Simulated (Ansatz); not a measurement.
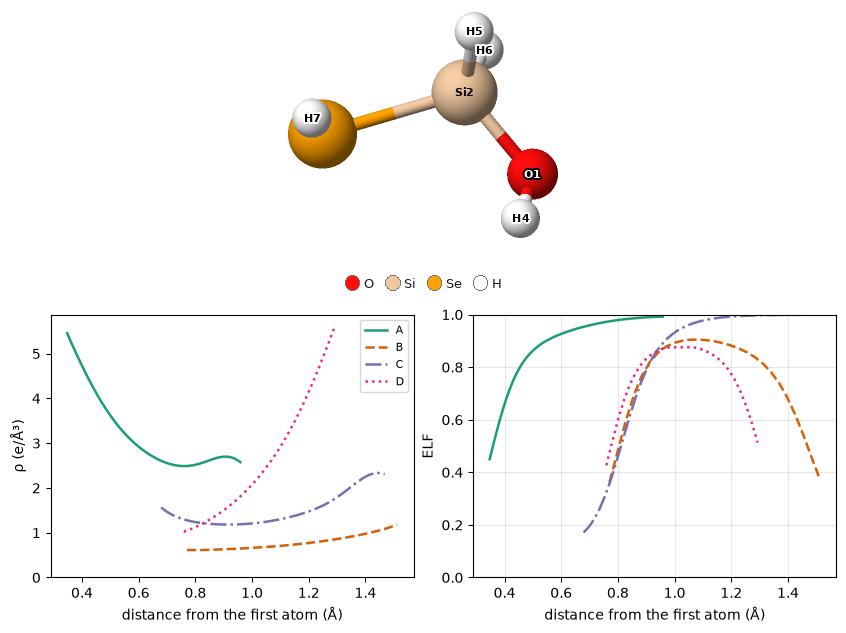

Figure. H$_{4}$OSeSi (SMILES O[SiH2][SeH]). Total electron density and ELF along straight lines between neighbouring atoms. The curves leave out the atomic cores. The structure is drawn too.

Geometry: PBE0-D4/def2-TZVP.

All numbers below come from Ansatz, RKS PBE0-D4/def2-TZVPP.

```xyz
7

O    -1.5434   -0.1239   -0.4957
Si   -0.1588    0.5277    0.0981
Se    1.1553   -0.9798    1.1969
H    -1.4785   -0.9573   -0.9648
H     0.6787    1.1186   -0.9749
H    -0.5936    1.5445    1.0776
H     2.0015   -1.1979    0.0173
```

Which curve belongs to which contact (O–H, Se–H, Si–O and Si–Se)? The first atom named is at distance zero.

Curve A: O–H (0.96 Å): ρ at the midpoint is about 3.8 e/Å³; the ELF climbs to about 1 towards the hydrogen, as it does in any bond to H (a covalent bond by its length). Curve B: Si–Se (2.28 Å): the density is about 0.73 e/Å³ at the midpoint, with its minimum of 0.61 e/Å³ about 0.8 Å from Si; the ELF peaks at about 0.90 between the atoms; a shared electron pair. Curve C: Se–H (1.47 Å): ρ is about 1.4 e/Å³ halfway; the ELF climbs to about 1 towards the hydrogen. Curve D: Si–O (1.64 Å): ρ is about 1.2 e/Å³ halfway; the ELF peaks at about 0.90 between the atoms (a shared but strongly polarised pair).
